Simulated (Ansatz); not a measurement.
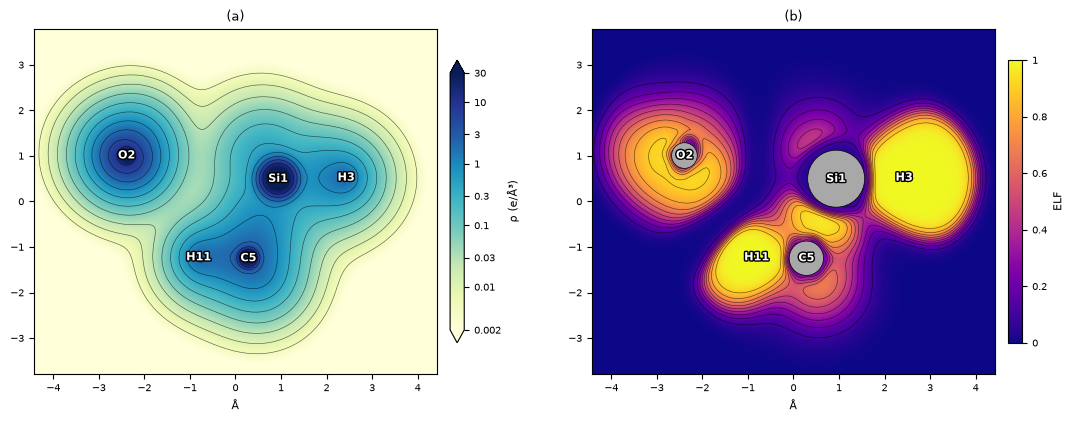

CH6Si···H2O. (a) total electron density; (b) electron localisation function on the plane of atoms Si1, C5 and H11. Grey discs cover the atomic cores in the ELF map.

The product side of a reaction path; geometry: PBE0-D4/def2-TZVP; a saddle point, not a minimum.

Level of theory: RKS PBE0-D4/def2-TZVPP in Ansatz.

The calculation's input:

```
crystal:
  periodic: [false, false, false]
  atoms:
    - {symbol: Si, position_ang: [-0.804282, 0.357568, -0.715717]}
    - {symbol: O, position_ang: [0.477272, -1.855226, 1.479472]}
    - {symbol: H, position_ang: [-1.559159, 1.177832, -1.702931]}
    - {symbol: H, position_ang: [-1.679382, 0.178390, 0.477448]}
    - {symbol: C, position_ang: [0.813711, 1.164500, -0.257586]}
    - {symbol: H, position_ang: [0.294811, -2.372110, 0.690790]}
    - {symbol: H, position_ang: [-0.588316, -0.985830, -1.324470]}
    - {symbol: H, position_ang: [-0.387873, -1.646869, 1.840811]}
    - {symbol: H, position_ang: [1.446452, 1.293016, -1.138627]}
    - {symbol: H, position_ang: [0.645041, 2.148685, 0.185161]}
    - {symbol: H, position_ang: [1.341728, 0.540043, 0.465550]}
basis:
  gaussian: {orbitals: def2-TZVPP}
hamiltonian: {xc: pbe0, dispersion: d4}
output: {orbitals: {seedname: orbitals}}
```

Command:

```sh
ansatz run in.yaml --threads 4 --pin off --events-out ev --progress --plain --max-ram 9574MiB
```

Read the bonding off the picture.

Answer. The plane passes through Si, O, H and C nuclei.
Si1···O2 (3.37 Å): the density falls to about 0.04 e/Å³ on the way; the ELF dips to about 0 between them (a weak contact between the two molecules).
C–Si (1.87 Å): ρ at the midpoint is about 0.97 e/Å³; the ELF peaks at about 0.95 between the atoms: a covalent bond.
C–H (1.09 Å): ρ at the midpoint is about 2 e/Å³; the ELF climbs to about 1 towards the hydrogen, as it does in any bond to H; a covalent bond by its length.
Si–H (1.49 Å): ρ is about 0.8 e/Å³ halfway; the ELF climbs to about 1 towards the hydrogen.
The ELF also peaks beside O2, away from the bonds: lone-pair regions.
